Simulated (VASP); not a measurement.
Consider the following.

```
CELL_PARAMETERS angstrom
     -2.00119     2.00119     5.32567
      2.00119    -2.00119     5.32567
      2.00119     2.00119    -5.32567
ATOMIC_POSITIONS crystal
  Zr 0.00000 0.00000 0.00000
  Zr 0.75000 0.25000 0.50000
  O  0.79850 0.79850 0.00000
  O  0.54850 0.04850 0.50000
  O  0.95150 0.45150 0.50000
  O  0.20150 0.20150 0.00000
```

Method: PBEsol GGA, VASP's PBE PAW potentials (set 64) (plane waves; VASP). Numerical set-up: 520 eV cut-off, 9×9×9 Γ-centred mesh, tetrahedra with Blöchl corrections, potentials Zr_sv O.

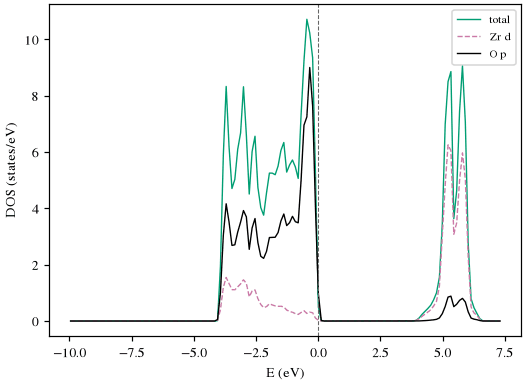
Fig. 1. Total and projected density of states, zero at the valence-band maximum

Within 2 eV below the valence-band maximum the largest weight inside VASP's projection spheres is O p.

It has a band gap.

The structure comes from a computed database's ZrO2 entry (I4_1/amd); how it stands against other phases isn't given here. It was relaxed first.
